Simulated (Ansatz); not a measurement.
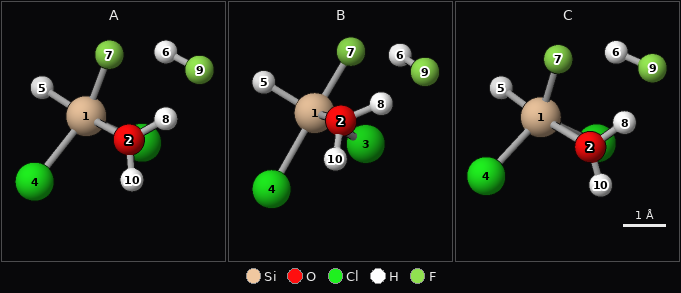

3 geometries from a converged minimum-energy path of SiH4OCl2F2, shuffled. Style: ball-and-stick. Shown from a free direction.

Level of theory: RKS LDA/6-31G* in Ansatz 0.2.0. Settings: 5 movable images; climbing image; force threshold 0.05 eV/Å; iteration limit 60; starting path through a guess of the saddle point.

> Which frame is the top of the path?

A. In order along the path, whose images run from 0 to 6: B (image 0, 0.000 eV), A (image 3, +0.090 eV), C (image 5, +0.073 eV). No bond forms or breaks between the ends. Among the angles between lasting bonds that change up to the highest image: O2–Si1–H5 124.0° → 159.1°, Cl4–Si1–F7 165.6° → 139.7°.

Cost: 120 s on 2 threads of Arm Neoverse V1, on a shared host, peak memory 0.15 GiB.
